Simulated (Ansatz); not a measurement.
MgO (rock salt)

```
CELL_PARAMETERS angstrom
      0.00000     4.25445     4.25445
      2.12722     2.12722     4.25445
      2.12722     2.12722     0.00000
ATOMIC_POSITIONS crystal
  O  0.00000 0.00000 0.00000
  O  0.50000 0.00000 0.00000
  Mg 0.00000 0.50000 0.50000
  Mg 0.50000 0.50000 0.50000
```

The atoms are displaced by Q × the pattern below (from a DFPT mode at X = (0.5, 0.5, 0.0), largest move 1; Q in Å), at fixed cell. (q is in reciprocal vectors of the primitive cell; the cell shown is doubled to hold the pattern.)

```csv
atom,x,y,z
O1,0.000,0.000,1.000
O2,0.000,0.000,-1.000
Mg3,0.000,0.000,0.089
Mg4,0.000,0.000,-0.089
```

The numbers are results of PBE (plane waves to 420 eV, PAW, scalar-relativistic; Ansatz, a quantum-chemistry and plane-wave program), not measurements. k mesh 13×13×13 (Γ-centred), Fermi-Dirac smearing 0.05 eV. E stands for the smeared free energy. MgO was relaxed with its symmetry unable to fall. The PAW data are Ansatz's earlier set. The zero of ΔE is the undisplaced structure.

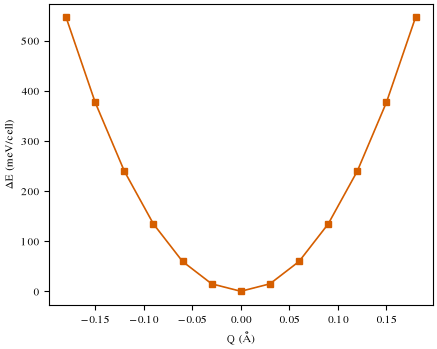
*ΔE (meV/cell) against Q (Å); markers are the computed points, lines only join them.*

**Question.** What is the energy change at Q = 0.180 Å?

**Answer.** About 550 meV/cell.

**Question.** What harmonic wavenumber does the curvature at Q = 0 give?

**Answer.** About 530 cm⁻¹.

(A displaced cell: forces are minus the slopes of the energy, force constants its curvatures, and phonons follow from these.)
